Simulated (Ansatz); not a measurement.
The relaxed structure here is a generated cell of TaSi2: the first start was made by placing the elements on the sites of a structure type, and the end was not matched to a known phase here, so it may be hypothetical. Known forms of TaSi2 include space group No. 181.

One stationary structure of TaSi2. Space group Fm-3m (No. 225), fluorite type. Calculation: r2SCAN (plane waves to 500 eV, PAW, scalar-relativistic; Ansatz, a first-principles code).

```cif
data_Si2Ta
_chemical_formula_sum 'Ta1 Si2'
_space_group_name_H-M_alt 'P 1'
_space_group_IT_number 1
_cell_length_a 4.26275
_cell_length_b 4.26275
_cell_length_c 4.26275
_cell_angle_alpha 60.000
_cell_angle_beta 60.000
_cell_angle_gamma 60.000
loop_
_space_group_symop_operation_xyz
  'x, y, z'
loop_
_atom_site_label
_atom_site_type_symbol
_atom_site_fract_x
_atom_site_fract_y
_atom_site_fract_z
_atom_site_occupancy
Ta1 Ta 0.00000 0.00000 0.00000 1
Si1 Si 0.25000 0.25000 0.25000 1
Si2 Si 0.75000 0.75000 0.75000 1
```

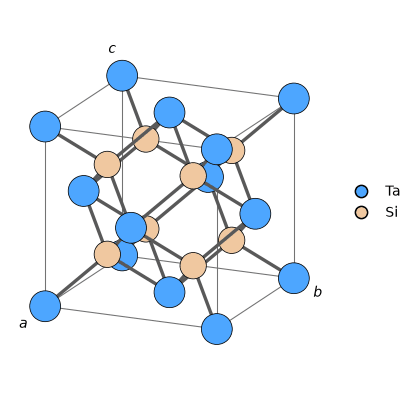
Figure. The conventional cell of the relaxed structure

| Item | Value |
|---|---|
| Volume per atom | 18.26 Å³ |
| Band gap | zero (metallic) |
| Shortest distances | Si–Ta 2.61 Å; Si–Si 3.01 Å |
| k-mesh | 13×13×13 |

No spin polarisation in the result. The relaxed primitive cell holds an odd number of electrons. A magnetic state may lie lower.

The run could not lose the symmetry of its start, so the end can be a saddle point.

All atoms sit on sites fixed by symmetry, so only the cell could relax.
